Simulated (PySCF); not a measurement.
C2H9NSi, SMILES NCC[SiH3], singlet at its GFN2-xTB optimised geometry (Å):

```
13

N      2.0813    -1.0747     0.0000
C      0.6291    -1.0747     0.0000
C     -0.0152     0.3158     0.0000
Si    -1.9143     0.2610     0.0010
H      2.4308    -0.5878     0.8197
H      2.4308    -0.5841    -0.8175
H      0.3048    -1.6307     0.8839
H      0.3045    -1.6313    -0.8834
H      0.3394     0.8675     0.8753
H      0.3385     0.8669    -0.8760
H     -2.3805    -0.4377    -1.1980
H     -2.4308     1.6313     0.0052
H     -2.3788    -0.4443     1.1972
```

Calculation: PBE0/def2-TZVP (PySCF).

Map of the electron localisation function on the plane z = 1.0 Å:

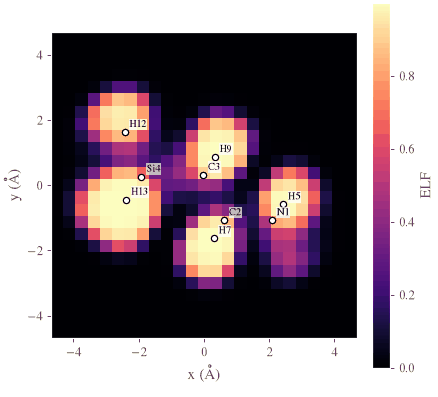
Figure: Electron localisation function on the plane z = 1.0 Å.
